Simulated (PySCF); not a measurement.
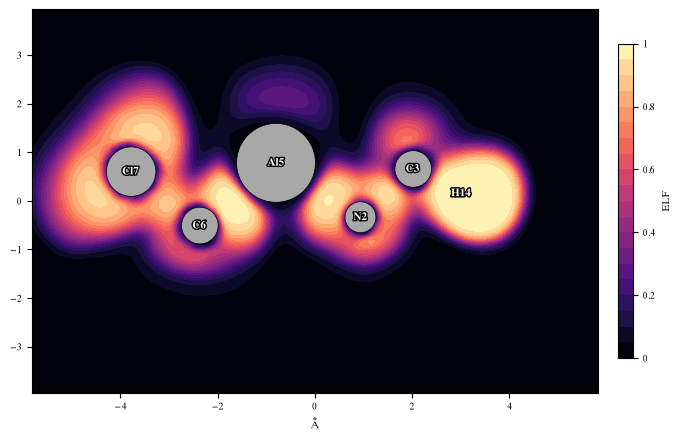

C4H11AlCl3N (SMILES C[N+](C)(C)[AlH2-][C](Cl)(Cl)Cl). ELF on the plane of atoms C3, N2 and Al5. Grey discs cover the atomic cores.

Geometry: PBE0-D3(BJ)/def2-SVP.

Theory: PBE0/pcSseg-1, SCF density, gas phase, non-relativistic (PySCF).

```xyz
20

C    -0.1041    1.3562   -0.9492
N    -0.6337    0.2246   -0.1736
C    -1.8730    0.6216    0.5112
C    -0.8942   -0.9236   -1.0546
Al    0.6650   -0.2975    1.3466
C     2.4239   -0.8477    0.4971
Cl    3.4285   -1.2672    1.9274
Cl    2.3220   -2.2926   -0.5628
Cl    3.2542    0.4574   -0.4110
H    -0.8377    1.6791   -1.7079
H     0.8313    1.0616   -1.4418
H     0.1127    2.1930   -0.2717
H    -2.2482   -0.2211    1.1082
H    -2.6425    0.9187   -0.2222
H    -1.6669    1.4665    1.1825
H    -1.6486   -0.6607   -1.8159
H    -1.2595   -1.7680   -0.4547
H     0.0371   -1.2302   -1.5477
H    -0.1135   -1.5488    1.9598
H     0.7870    1.1020    2.1037
```

Interpret the plot.

Answer. The section cuts through N, C, Al, Cl and H sites. C–N (1.47 Å): the ELF peaks at about 0.95 between the atoms, as expected for a covalent bond. C–Cl (1.80 Å): the ELF peaks at about 0.85 between the atoms, as expected for localised, covalent bonding. C–Al (2.03 Å): the ELF peaks at about 1 between the atoms; a polar covalent bond. Al–N (2.07 Å): the ELF peaks at about 0.95 in the valence shell of N, 0.7 Å from its nucleus, and is about 0.80 at the midpoint. C–H (1.10 Å): the ELF climbs to about 1 towards the hydrogen, as it does in any bond to H; an ordinary covalent bond to hydrogen. The ELF also peaks beside Cl7, away from the bonds: lone-pair regions.
